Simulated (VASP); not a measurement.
Band structure of CdSe (space group Fm-3m). Level of theory: LDA (Ceperley-Alder, Perdew-Zunger), VASP's LDA PAW potentials (set 64) (plane waves; VASP).

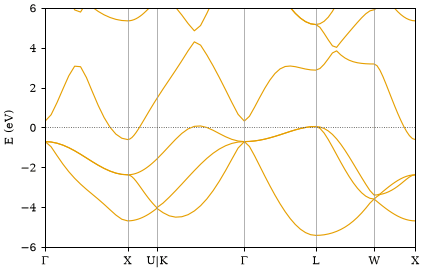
Figure: Bands along high-symmetry lines, zero at the valence-band maximum or, without a gap, the Fermi level

Read the plot: is there a gap, and where are the band edges?

It has no gap at this level: it comes out as a metal or semimetal. (Edges off the drawn lines would not show.)

The structure comes from a computed database's CdSe entry (Fm-3m); how it stands against other phases isn't given here. It was relaxed first, which changed the volume by -9 %.
